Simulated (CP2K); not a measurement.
# Si2NH6 (SMILES [SiH2]N[SiH3]) at GFN2-xTB

What is the vertical ionisation energy of Si2NH6 at GFN2-xTB? 

The calculation is run with CP2K 2026.2.

4 further runs of the same task are left out: 1 that didn't finish, 3 set aside as unsound or not needed. Runs told in other sessions of the task aren't counted.

### 1 The system as given

The species is Si2NH6 (9 atoms), meant as a doublet with charge 0. SMILES: `[SiH2]N[SiH3]`. The coordinates come from a PBE0-D4/def2-TZVP relaxation. This is one conformer, not always the lowest.

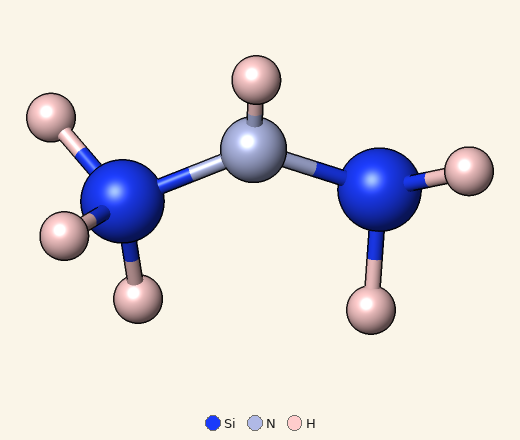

The structure, seen from a chosen angle (silicon blue, nitrogen light blue, hydrogen pink).

### 2 The energy at GFN2-xTB

File molecule.xyz:

```xyz
9

Si    -1.200900     0.925300    -0.948400
N      0.196900     0.625800     0.025200
Si     0.611700    -0.820500     0.880200
H     -1.616500    -0.372000    -1.554500
H     -0.842900     1.913400    -2.010900
H      0.764100     1.439300     0.222200
H      1.982600    -1.276500     0.525400
H     -0.378200    -1.853400     0.488500
H      0.571600    -0.627700     2.355400
```

File run.inp:

```
&GLOBAL
 PROJECT_NAME run
 RUN_TYPE ENERGY
 PRINT_LEVEL MEDIUM
&END GLOBAL
&FORCE_EVAL
 METHOD QUICKSTEP
 &DFT
  MULTIPLICITY 2
  SPIN_POLARIZED T
  # Quickstep
  &QS
   METHOD XTB
   EPS_DEFAULT 1.0E-10
   &XTB
    GFN_TYPE TBLITE
    &TBLITE
     METHOD GFN2
    &END TBLITE
    CHECK_ATOMIC_CHARGES F
   &END XTB
  &END QS
  # cluster boundary conditions
  &POISSON
   PERIODIC NONE
   POISSON_SOLVER ANALYTIC
  &END POISSON
  &SCF
   SCF_GUESS ATOMIC
   EPS_SCF 1.0E-07
   MAX_SCF 150
   ADDED_MOS 4
   &DIAGONALIZATION
    ALGORITHM STANDARD
   &END DIAGONALIZATION
   &MIXING
    METHOD DIRECT_P_MIXING
    ALPHA 0.4
   &END MIXING
   &SMEAR ON
    METHOD FERMI_DIRAC
    ELECTRONIC_TEMPERATURE [K] 300
    FIXED_MAGNETIC_MOMENT 1.0
   &END SMEAR
  &END SCF
  # extra output
  &PRINT
   &MOMENTS
    PERIODIC F
    REFERENCE COM
    MAX_MOMENT 1
   &END MOMENTS
   &MO ON
    ENERGIES T
    OCCUPATION_NUMBERS T
    NDIGITS 6
    &EACH
     QS_SCF 0
    &END EACH
    ADD_LAST NUMERIC
   &END MO
   &HIRSHFELD OFF
   &END HIRSHFELD
  &END PRINT
 &END DFT
 # atoms, cell and kinds
 &SUBSYS
  &CELL
   ABC 13.6 13.8 14.4
   PERIODIC NONE
  &END CELL
  &TOPOLOGY
   COORD_FILE_NAME molecule.xyz
   COORD_FILE_FORMAT XYZ
   &CENTER_COORDINATES
   &END CENTER_COORDINATES
  &END TOPOLOGY
 &END SUBSYS
&END FORCE_EVAL
```

On the command line:

```
$ OMP_NUM_THREADS=1 cp2k.psmp -i run.inp > run.out 2>&1
```

Log:

```text
CP2K| version string:                                       CP2K version 2026.2
[...]
 GLOBAL| Method name                                                        CP2K
[...]
 GLOBAL| Run type                                                         ENERGY
[...]
                             - Atoms:                                          9
[...]
                             - Spherical basis functions:                     28
[...]
 Number of electrons:                                                         10
[...]
  *** SCF run converged in    18 steps ***
[...]
  Fermi energy:                                                -0.26013789826923
[...]
 TB_DIPOLE| Moment [Debye]         -0.70812601       0.79725475       0.16178653
 TB_DIPOLE| Derivative [a.u.]       0.00000000       0.00000000       0.00000000
[...]
 ENERGY| Total FORCE_EVAL ( QS ) energy [hartree]             -9.422748542871332
[...]
```

Run time: 0.78 s. Hardware: 1 thread of AMD EPYC 9R45 (Zen 5), shared host; peak memory 0.24 GiB.

### 3 The singlet cation, same level

molecule.xyz is that of step 2.

File job.inp:

```
&FORCE_EVAL
   METHOD QS
   &DFT
      CHARGE 1
      ! Quickstep
      &QS
         METHOD XTB
         EPS_DEFAULT 1.0E-10
         &XTB
            GFN_TYPE TBLITE
            &TBLITE
               METHOD GFN2
            &END TBLITE
            CHECK_ATOMIC_CHARGES F
         &END XTB
      &END QS
      ! no periodic images
      &POISSON
         PERIODIC NONE
         POISSON_SOLVER ANALYTIC
      &END POISSON
      &SCF
         SCF_GUESS ATOMIC
         EPS_SCF 1.0E-07
         MAX_SCF 150
         ADDED_MOS 4
         &DIAGONALIZATION
            ALGORITHM STANDARD
         &END DIAGONALIZATION
         &MIXING
            METHOD DIRECT_P_MIXING
            ALPHA 0.4
         &END MIXING
         &SMEAR ON
            METHOD FERMI_DIRAC
            ELECTRONIC_TEMPERATURE [K] 300
         &END SMEAR
      &END SCF
      ! extra output
      &PRINT
         &MOMENTS
            PERIODIC F
            REFERENCE COM
            MAX_MOMENT 1
         &END MOMENTS
         &MO ON
            ENERGIES T
            OCCUPATION_NUMBERS T
            NDIGITS 6
            &EACH
               QS_SCF 0
            &END EACH
            ADD_LAST NUMERIC
         &END MO
         &HIRSHFELD OFF
         &END HIRSHFELD
      &END PRINT
   &END DFT
   &SUBSYS
      ! vacuum box
      &CELL
         ABC 13.6 13.8 14.4
         PERIODIC NONE
      &END CELL
      &TOPOLOGY
         COORD_FILE_NAME molecule.xyz
         COORD_FILE_FORMAT XYZ
         &CENTER_COORDINATES
         &END CENTER_COORDINATES
      &END TOPOLOGY
   &END SUBSYS
&END FORCE_EVAL

&GLOBAL
   PROJECT job
   RUN_TYPE ENERGY
   PRINT_LEVEL MEDIUM
&END GLOBAL
```

On the command line:

```
$ OMP_NUM_THREADS=1 cp2k.psmp -i job.inp > job.out 2>&1
```

Log:

```text
CP2K| version string:                                       CP2K version 2026.2
[...]
 GLOBAL| Method name                                                        CP2K
[...]
 GLOBAL| Run type                                                         ENERGY
[...]
                             - Atoms:                                          9
[...]
                             - Spherical basis functions:                     28
[...]
 Number of electrons:                                                         18
[...]
  *** SCF run converged in    23 steps ***
[...]
  Fermi energy:                                                -0.53972360876020
[...]
 TB_DIPOLE| Moment [Debye]         -1.71595028       1.74295471      -2.07570785
 TB_DIPOLE| Derivative [a.u.]       0.00000000       0.00000000       0.00000000
[...]
 ENERGY| Total FORCE_EVAL ( QS ) energy [hartree]             -9.026351391725457
[...]
```

Wall time 0.78 s (1 thread of AMD EPYC 9R45 (Zen 5), shared host); peak memory 0.24 GiB.

### 4 Summary of results

Level: GFN2-xTB.

| quantity | value |
| --- | --- |
| doublet Si2NH6: total energy | -9.42275 Eh |
| doublet Si2NH6: dipole moment (from atomic charges alone) | 1.08 D |
| doublet Si2NH6: HOMO energy (highest over α and β) | -7.75 eV |
| doublet Si2NH6: LUMO energy (lowest over α and β) | -7.15 eV |
| doublet Si2NH6: dispersion energy | -15.34 kJ/mol |
| singlet cation: total energy | -9.02635 Eh |
| singlet cation: HOMO energy | -15.53 eV |
| singlet cation: LUMO energy | -13.85 eV |
| singlet cation: HOMO–LUMO gap | 1.68 eV |
| singlet cation: dispersion energy | -11.57 kJ/mol |
| vertical ionisation energy (to the singlet cation) | 10.787 eV |

**Reading.** Removing an electron at fixed nuclei costs 10.79 eV (1041 kJ/mol). Only the singlet of the ionised species was computed; a triplet could lie lower. No empirical shift is applied, and without it xTB methods put this difference several eV too high. The dipole (doublet Si2NH6) comes from point charges on the atoms alone, without atomic dipoles, so it is partial.
